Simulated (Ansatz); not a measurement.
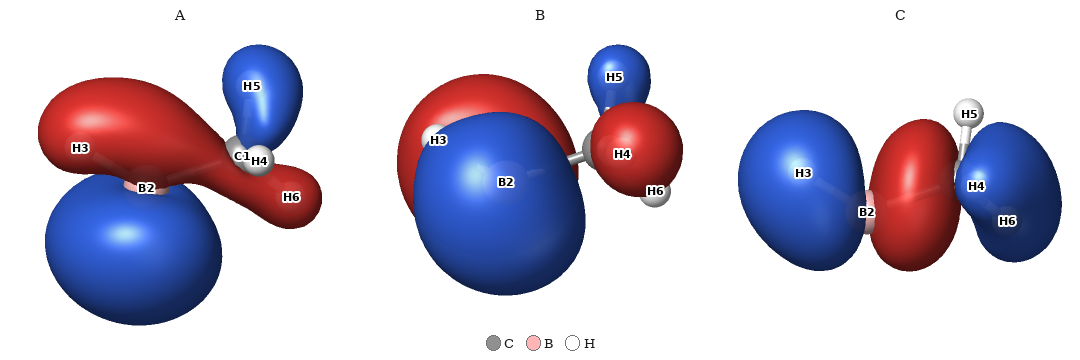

Figure 1: CH₄B (SMILES [BH]C) (doublet). Three frontier orbitals at ±0.1 Å⁻³ᐟ² (blue and red are the two phases), in no order.

Geometry: PBE-D3(BJ)/def2-SVP.

All numbers below come from isolated molecule in a Gaussian basis; Kohn-Sham density functional theory, functional PBE0 in Ansatz.

```xyz
6

C    -0.9859    0.6604   -0.4514
B    -2.2277   -0.2178   -0.1945
H    -3.4010    0.1106   -0.2027
H    -0.8675    1.2149    0.5151
H    -1.1347    1.4451   -1.2268
H    -0.0314    0.1265   -0.6302
```

Question: Order the three orbitals by energy and name them. All are α orbitals.

Answer: C is the HOMO−1 (α) (−9.91 eV). It lies mainly on B2 (about 35 %), C1 (about 30 %), H3 (about 20 %) and H6 (about 5 %). A is the HOMO (α) (−5.48 eV). By Hirshfeld shares it lies mainly on B2 (about 75 %), C1 (about 10 %) and H3 (about 10 %). B is the LUMO (α) (−1.53 eV). It lies mainly on B2 (about 75 %), C1 (about 10 %) and H3 (about 10 %).

Question: What is the gap between the highest occupied and lowest empty α orbitals?

Answer: 3.95 eV between the orbital energies.
